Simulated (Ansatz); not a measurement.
## Electronic structure of C3H8O2Si (SMILES C=CO[SiH](C)O) in real space

Input file:

```
crystal:
  periodic: [false, false, false]
  atoms:
    - { symbol: C, position_ang: [0.1985, -2.9822, -0.1978] }
    - { symbol: C, position_ang: [0.2714, -1.7293, 0.3363] }
    - { symbol: O, position_ang: [-0.011, -0.5871, -0.3966] }
    - { symbol: Si, position_ang: [-0.60894, -0.75358, -1.97208] }
    - { symbol: C, position_ang: [-1.05269, 0.91618, -2.66012] }
    - { symbol: O, position_ang: [0.68917, -1.41769, -2.87453] }
    - { symbol: H, position_ang: [-0.1289, -3.0508, -1.2401] }
    - { symbol: H, position_ang: [0.3921, -3.8157, 0.36] }
    - { symbol: H, position_ang: [0.585, -1.5733, 1.4106] }
    - { symbol: H, position_ang: [-1.68959, -1.68152, -2.05048] }
    - { symbol: H, position_ang: [-1.3707, 0.78954, -3.7233] }
    - { symbol: H, position_ang: [-1.8891, 1.31702, -2.10684] }
    - { symbol: H, position_ang: [-0.18599, 1.65558, -2.68427] }
    - { symbol: H, position_ang: [1.60104, -1.07333, -2.69537] }
basis:
  gaussian: { orbitals: def2-SVP }
hamiltonian:
  xc: pbe
  dispersion: d4
relax:
  f_tol: 0.015
  max_steps: 40
output:
  orbitals: {}
```

Command:

```sh
ansatz run input.yaml --threads 2 --pin off --max-ram 3072MiB --backend cpu --events-out ev --progress --plain --runs-dir out
```

The fields are those of the run's last geometry, not of the input's.

Method: RKS PBE-D4/def2-SVP in Ansatz 0.2.0.

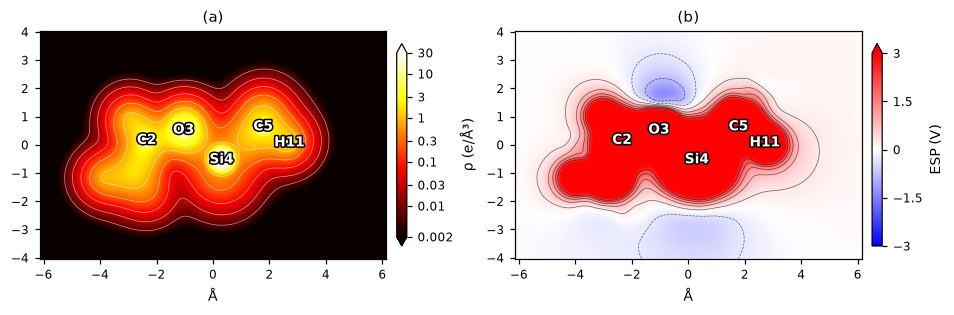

Figure 1. (a) electron density; (b) molecular electrostatic potential on the plane of atoms C2, O3 and Si4.

Question: What does the map show?

Answer:
- The section cuts through C, O, Si and H sites.
- C–O (1.36 Å): the density is about 2.2 e/Å³ at the midpoint, with its minimum of 1.9 e/Å³ about 0.5 Å from C.
- Si–O (1.70 Å): ρ is about 0.97 e/Å³ halfway.
- C–Si (1.87 Å): the density is about 0.97 e/Å³ at the midpoint.
- C–H (1.11 Å): ρ at the midpoint is about 1.8 e/Å³.
- Outside the dense part of the molecule the potential is most negative (−1.3 V) near O3.

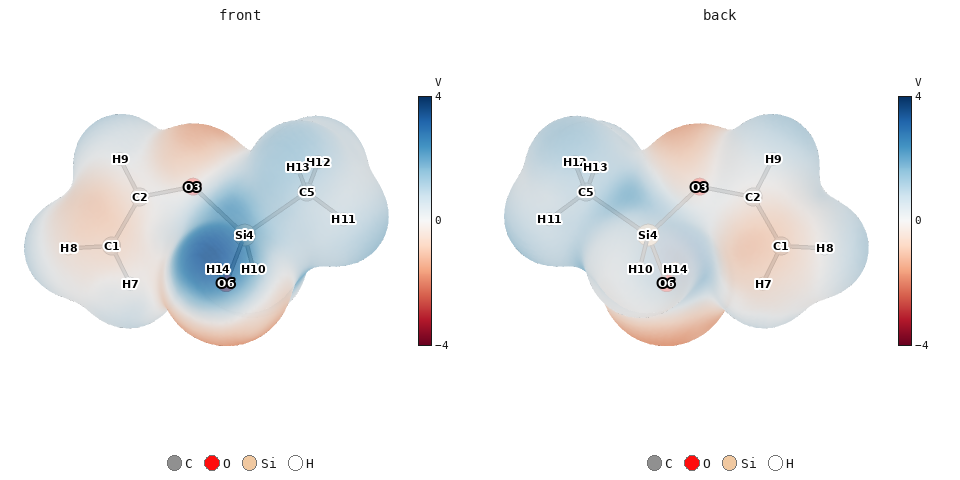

Figure 2. The molecular electrostatic potential painted on the density surface at 0.004 e/bohr³, seen from the front and from behind; red is negative and blue positive.

Question: Where is the surface potential most negative and most positive?

Answer: The most negative region (about −1.5 V) lies over O6, the most positive (about +3.2 V) over H14. O6 is the likeliest acceptor of a hydrogen bond.

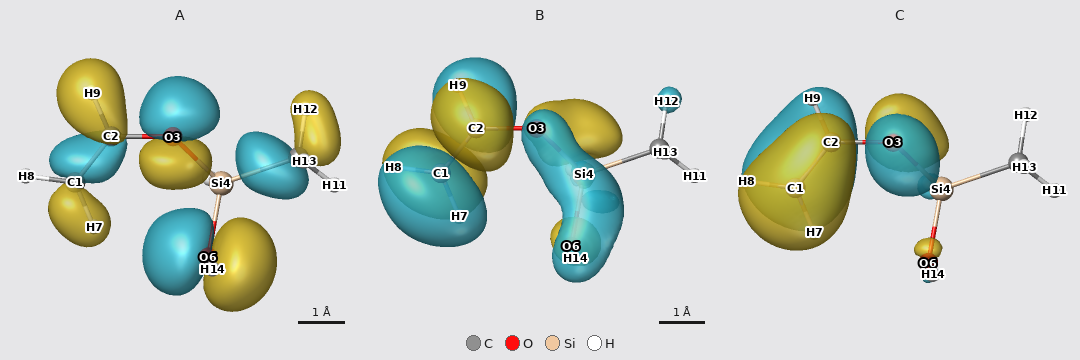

Figure 3. Three frontier orbitals at ±0.08 Å⁻³ᐟ² (yellow and cyan are the two phases), in no order.

Question: Order the three orbitals by energy and name them.

Answer: A is the HOMO−1 (−7.04 eV). It lies mainly on O6 (about 45 %) and O3 (about 20 %). C is the HOMO (−5.46 eV). By Hirshfeld shares it lies mainly on C1 (about 40 %), C2 (about 25 %) and O3 (about 20 %). B is the LUMO (−0.27 eV). Its weight (Hirshfeld) is mainly on C2 (about 35 %), C1 (about 30 %), Si4 (about 10 %) and O3 (about 5 %); π-antibonding (π*) across C2–C1.

Question: What is the HOMO–LUMO gap?

Answer: 5.19 eV between the orbital energies.
